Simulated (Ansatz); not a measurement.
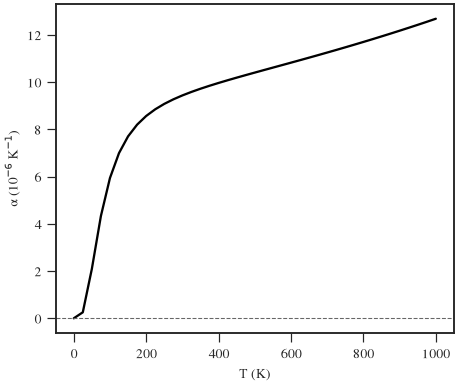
Figure: Linear thermal expansion of fcc (Cu type) Rh from quasi-harmonic lattice dynamics, Ansatz (a program for electronic structure), PBE functional, plane-wave PAW

Problem. Read off α at 200 K, and say whether it is negative anywhere.

Solution. About 8.6 × 10⁻⁶ K⁻¹. It is not negative in the range shown.
